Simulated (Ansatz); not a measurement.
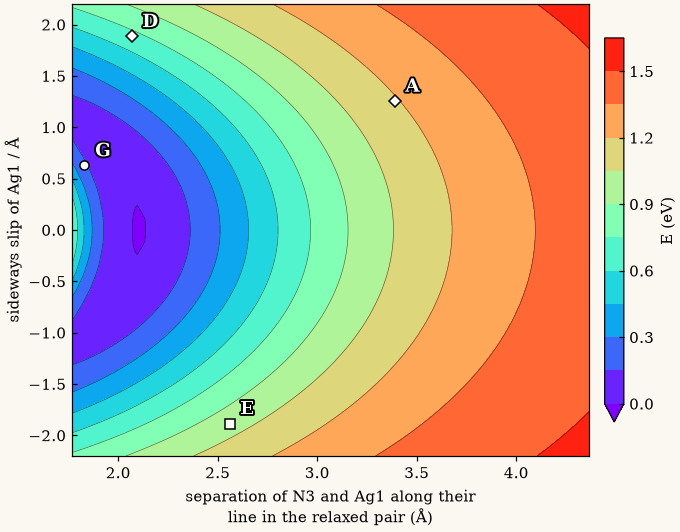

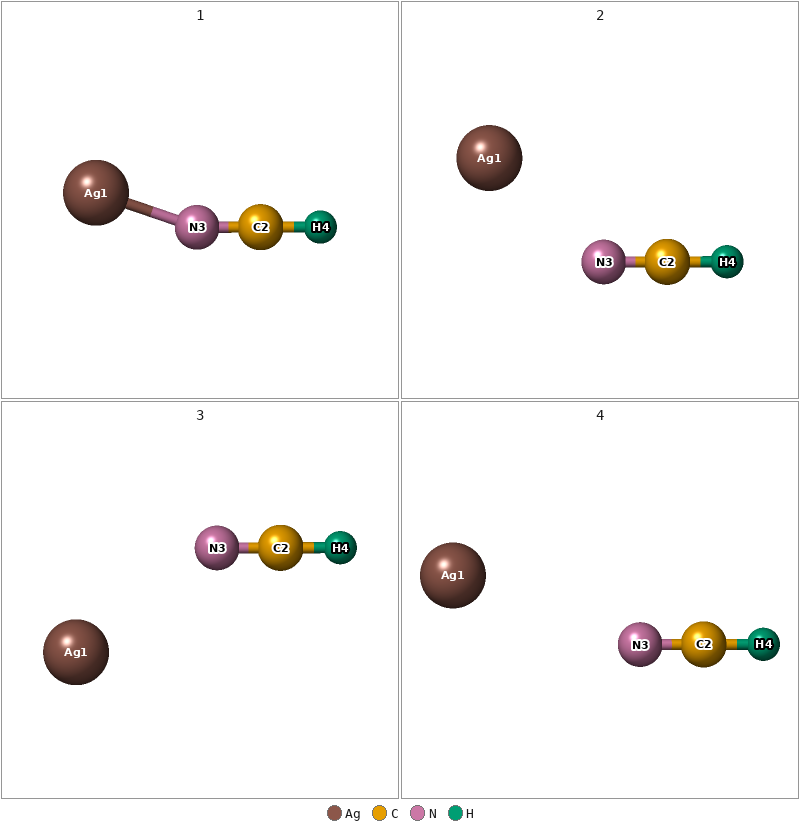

CHAgN, charge +1. Coordinates scanned: (1) separation of N3 and Ag1 along their line in the relaxed pair; (2) sideways slip of Ag1. Nothing is relaxed (both partners rigid). Grid: 15 × 15 points; 210 points were computed and 15 follow by symmetry. Points are written as (first, second). All energies are given in eV relative to the lowest grid point. Level of theory: Ansatz, RKS PBE-D4/def2-TZVPD.

Drawn: filled contours, lettered points. Between grid points the surface is interpolated. The numbered pictures are the structures at these points, in random order.

Which structure belongs to which point?

A is structure 4: (3.389 Å, 1.257 Å), 1.19 eV; D is structure 2: (2.067 Å, 1.886 Å), 0.71 eV; E is structure 3: (2.560 Å, −1.886 Å), 0.99 eV; G is structure 1: (1.830 Å, 0.629 Å), 0.17 eV.
